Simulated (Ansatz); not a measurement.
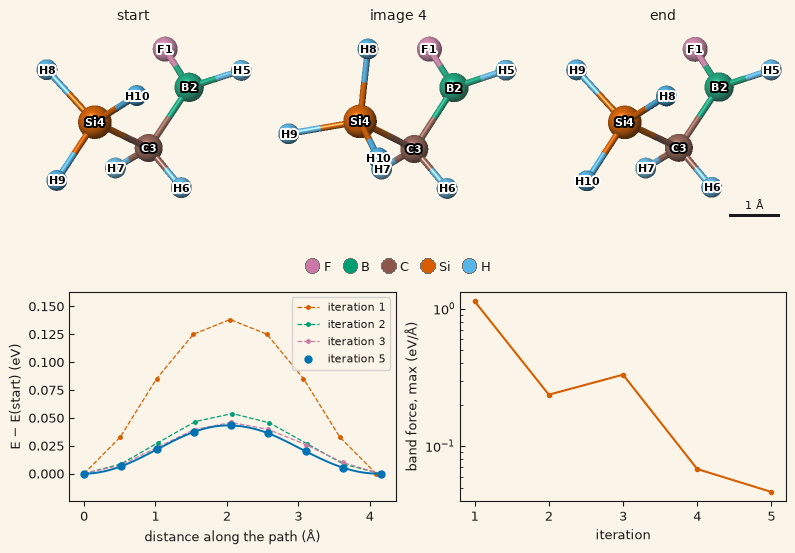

A nudged-elastic-band calculation for CH$_{6}$BFSi. Images are numbered from 0 (start) to 8 (end). The plot follows the band through its iterations. Style: ball-and-stick. Shown from a free direction.

Method: RKS PBE0-D4/6-31G* (Ansatz).

Input
```yaml
crystal:
  periodic: [false, false, false]
  atoms:
    - { symbol: F, position_ang: [-2.4216, -0.029645, 0.348046] }
    - { symbol: B, position_ang: [-1.239924, 0.266892, 0.882162] }
    - { symbol: C, position_ang: [-0.091648, 0.791963, -0.017017] }
    - { symbol: Si, position_ang: [0.969387, -0.664265, -0.603909] }
    - { symbol: H, position_ang: [-1.118413, 0.058626, 2.059933] }
    - { symbol: H, position_ang: [0.581484, 1.457864, 0.536019] }
    - { symbol: H, position_ang: [-0.462522, 1.305195, -0.912474] }
    - { symbol: H, position_ang: [0.152243, -1.612598, -1.410106] }
    - { symbol: H, position_ang: [2.097176, -0.172538, -1.443826] }
    - { symbol: H, position_ang: [1.533806, -1.401495, 0.561181] }
basis:
  gaussian: { orbitals: "6-31G*" }
hamiltonian:
  xc: pbe0
  dispersion: d4
neb:
  order_check: false
  images: 7
  f_tol: 0.05
  max_iterations: 31
  initial_path: idpp
  final_atoms:
    - { symbol: F, position_ang: [-2.36723866, 0.56042969, -0.29962602] }
    - { symbol: B, position_ang: [-1.40496069, 0.29463884, 0.57942092] }
    - { symbol: C, position_ang: [0.05289453, 0.73666049, 0.29139485] }
    - { symbol: Si, position_ang: [0.99167884, -0.66680916, -0.56872425] }
    - { symbol: H, position_ang: [-1.72900664, -0.33017622, 1.55390383] }
    - { symbol: H, position_ang: [0.59952556, 0.94692329, 1.21851314] }
    - { symbol: H, position_ang: [0.1012567, 1.61130991, -0.36858777] }
    - { symbol: H, position_ang: [1.00348833, -1.88587103, 0.28741049] }
    - { symbol: H, position_ang: [0.35119997, -1.00908178, -1.86870281] }
    - { symbol: H, position_ang: [2.40115107, -0.25802501, -0.82499337] }
```

Launched with:
```bash
ansatz run input.yaml --threads 1 --pin off --max-ram 2048MiB --backend cpu --events-out ev --progress --plain --runs-dir out
```

Did the band converge, and can the barrier be trusted?

Answer. The result is final at these settings. The band converged in 5 iterations. The largest component of the band force went from 1.1 to 0.046 eV/Å. The climbing image converged on the top of the path. Its vibrational analysis gives one imaginary mode (121i cm⁻¹), as a transition state must have. The first iteration put the highest image at 0.138 eV. The two ends have the same energy, and the highest point, image 4, lies 0.043 eV above the start.

Cost: 4.6 min on 1 thread of AMD EPYC (Zen 3), with other jobs on the host, peak memory 0.16 GiB.
